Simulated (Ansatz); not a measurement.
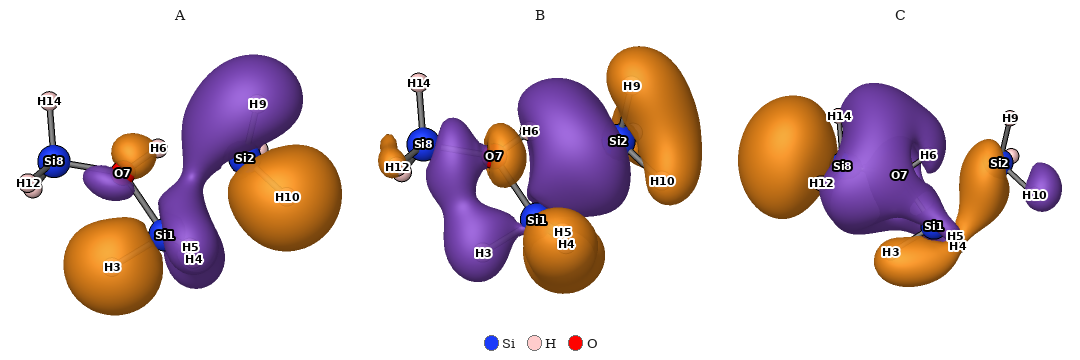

H$_{7}$OSi$_{2}$···H$_{3}$Si. Three frontier orbitals at ±0.06 Å⁻³ᐟ² (orange and purple are the two phases), in no order.

A transition-state structure; geometry: PBE0-D4/def2-TZVP.

Level of theory: Ansatz, RKS PBE0-D4/def2-TZVPP.

```yaml
atoms:
  - { symbol: Si, position_ang: [-1.1924, -0.3460, 0.3413] }
  - { symbol: Si, position_ang: [0.7911, 0.0359, 2.1737] }
  - { symbol: H, position_ang: [-2.0005, -0.6142, -0.9085] }
  - { symbol: H, position_ang: [-1.2066, -1.6783, 1.0013] }
  - { symbol: H, position_ang: [-1.9646, 0.7134, 1.0291] }
  - { symbol: H, position_ang: [0.7880, 0.3573, 0.0593] }
  - { symbol: O, position_ang: [0.1452, 0.2262, -0.7527] }
  - { symbol: Si, position_ang: [0.3352, 0.2917, -2.4510] }
  - { symbol: H, position_ang: [1.7434, 1.1653, 2.4473] }
  - { symbol: H, position_ang: [-0.2250, 0.1122, 3.2686] }
  - { symbol: H, position_ang: [1.5736, -1.2159, 2.4298] }
  - { symbol: H, position_ang: [-0.6831, 1.2116, -2.9990] }
  - { symbol: H, position_ang: [0.1916, -1.0745, -2.9965] }
  - { symbol: H, position_ang: [1.7041, 0.8154, -2.6431] }
```

Order the three orbitals by energy and name them.

A is the HOMO−1 (−8.68 eV). It lies mainly on Si2 (about 30 %), H10 (about 25 %), H9 (about 15 %), Si1 (about 10 %) and H3 (about 10 %). B is the HOMO (−6.21 eV). By Hirshfeld shares it lies mainly on Si2 (about 40 %), Si1 (about 15 %), O7 (about 10 %) and H6 (about 5 %). C is the LUMO (−0.78 eV). By Hirshfeld shares it lies mainly on Si8 (about 50 %), Si1 (about 10 %), O7 (about 10 %), H14 (about 5 %), H13 (about 5 %) and H12 (about 5 %).

What is the HOMO–LUMO gap?

5.43 eV between the orbital energies.
